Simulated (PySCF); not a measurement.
Ga(Me)2(OEt), SMILES CC[O][Ga]([CH3])[CH3] (C4H11GaO) at its GFN2-xTB optimised geometry (Å):

```
17

Ga     0.6220     0.4045     0.0000
C      2.6596     0.4045     0.0000
H      3.0251    -0.0971    -0.8973
H      3.0230    -0.1477     0.8678
H      3.0570     1.4193     0.0287
C     -0.7627     1.9233     0.0000
H     -1.4656     1.7913    -0.8249
H     -0.2796     2.8942    -0.1009
H     -1.3299     1.9115     0.9330
O      0.1091    -1.2616     0.0107
C     -0.9048    -2.2311     0.0092
C     -2.2978    -1.6161    -0.0618
H     -0.7505    -2.8942    -0.8525
H     -0.8139    -2.8324     0.9236
H     -2.3906    -1.0298    -0.9754
H     -3.0570    -2.3946    -0.0550
H     -2.4482    -0.9571     0.7928
```

Computed with B3LYP/def2-SVP (PySCF).

Map of the electron localisation function on the plane z = 0.8 Å:

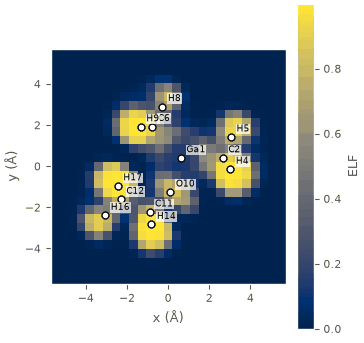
Fig. 1. Electron localisation function on the plane z = 0.8 Å.
